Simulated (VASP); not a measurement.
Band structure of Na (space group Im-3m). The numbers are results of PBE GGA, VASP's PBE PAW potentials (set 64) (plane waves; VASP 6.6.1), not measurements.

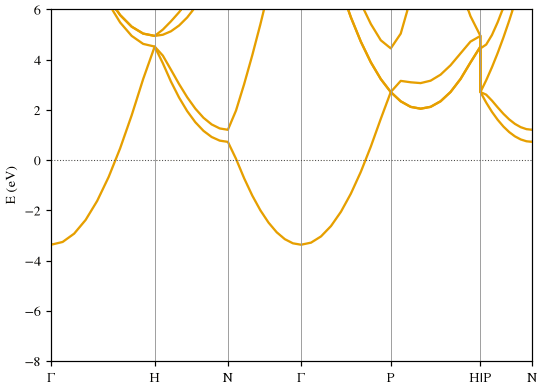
Fig. 1. Bands along high-symmetry lines, zero at the valence-band maximum or, without a gap, the Fermi level

**Question.** Read the plot: is there a gap, and where are the band edges?

**Answer.** It has no gap at this level: it comes out as a metal or semimetal.

The structure comes from a computed database's Na entry; how it stands against other phases isn't given here. The cell was not relaxed at this level.
